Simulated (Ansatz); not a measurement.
## Electronic structure of BCl3H2Si (SMILES ClB[SiH](Cl)Cl) in real space

The calculation's input:

```
crystal:
  periodic: [false, false, false]
  atoms:
    - symbol: B
      position_ang: [-0.503000, -0.043907, 0.527937]
    - symbol: Cl
      position_ang: [-1.998976, -0.641992, 1.180393]
    - symbol: Cl
      position_ang: [0.900379, -0.317868, -2.425257]
    - symbol: Cl
      position_ang: [2.523123, -1.304283, 0.375818]
    - symbol: Si
      position_ang: [0.689031, -1.227736, -0.578938]
    - symbol: H
      position_ang: [-0.204422, 1.099982, 0.759528]
    - symbol: H
      position_ang: [0.235452, -2.624280, -0.807950]
basis:
  gaussian:
    orbitals: def2-TZVPD
total_charge: 0
hamiltonian:
  xc: pbe0
output: {forces: true, orbitals: {seedname: orbitals}}
```

Launched as:

```sh
ansatz run input.yaml --threads 2 --pin off --max-ram 5220MiB --events-out events.jsonl --progress --plain --runs-dir runs
```

Geometry: PBE0-D4/def2-SVP.

All numbers below come from isolated molecule in a Gaussian basis; Kohn-Sham density functional theory, functional PBE0 (Ansatz).

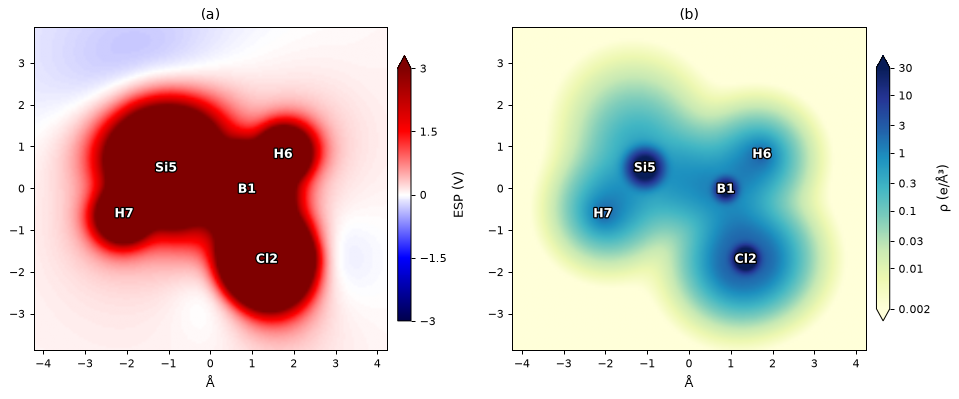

Figure 1. (a) electrostatic potential; (b) electron density on the plane of atoms Cl2, B1 and H6.

> Read the bonding off the picture.

Atoms in the plane: B, Cl, Si and H. B–Cl (1.74 Å): ρ is about 1.4 e/Å³ halfway. Si–B (2.01 Å): ρ is about 0.84 e/Å³ halfway. B–H (1.20 Å): ρ is about 1.3 e/Å³ halfway. Si–H (1.49 Å): ρ is about 0.84 e/Å³ halfway. Outside the dense part of the molecule the potential is most negative (−0.3 V) near Cl4, which lies off the plane.

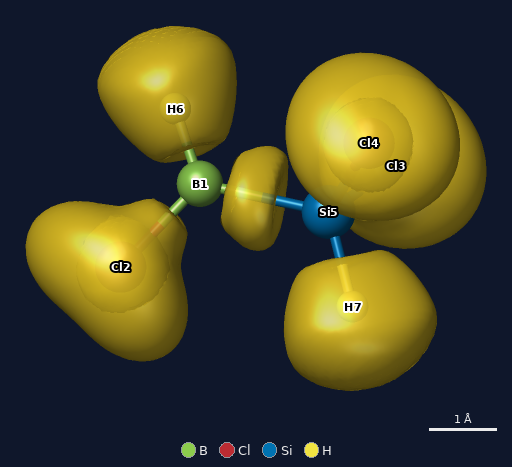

Figure 2. Isosurface of the electron localisation function at 0.75 (yellow), seen across its widest extent. Core shells and regions of very low density are left out.

> Identify the bonds, lone pairs and shells in this picture.

The surface consists of one region between bonded B–Si atoms (shared pairs), two regions around hydrogen nuclei and three regions on Cl in which the atom's valence shell and bonds are merged.


B–Cl (1.74 Å): the ELF peaks at about 0.90 between the atoms (a polar covalent bond). Si–B (2.01 Å): the ELF peaks at about 1 between the atoms, as expected for localised, covalent bonding.

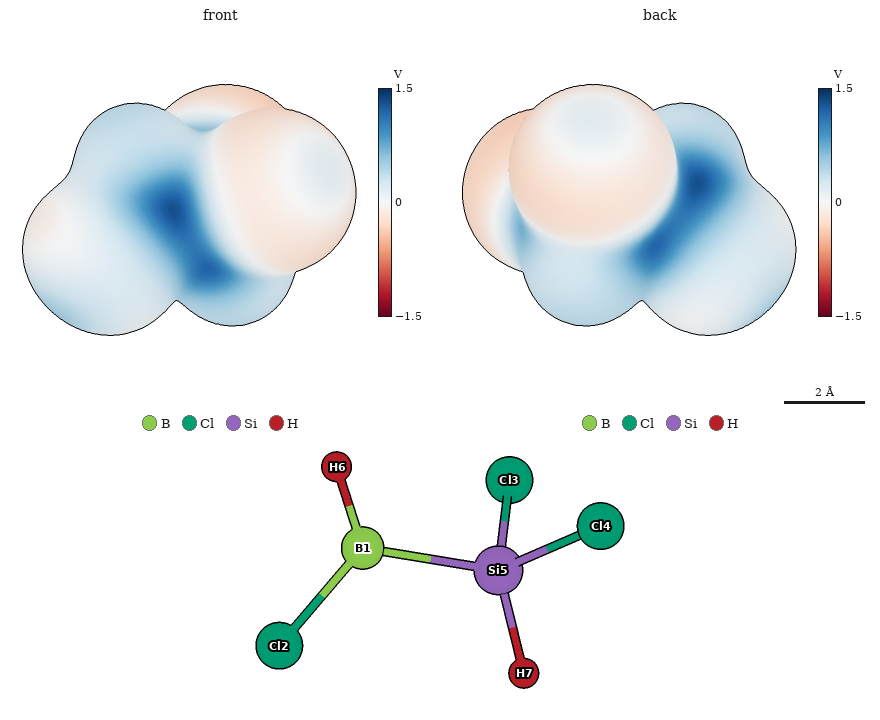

Figure 3. The molecular electrostatic potential painted on the density surface at 0.001 e/bohr³, seen from the front and from behind; the colour scale runs from red (negative) to blue (positive). The bare structure is drawn below in the same view.

> Where is the surface potential most negative and most positive?

The most negative region (about −0.3 V) lies over Cl3 and Cl4, the most positive (about +1.3 V) over B1.

> What dipole moment does the calculation give?

Its dipole moment is 1.16 D.
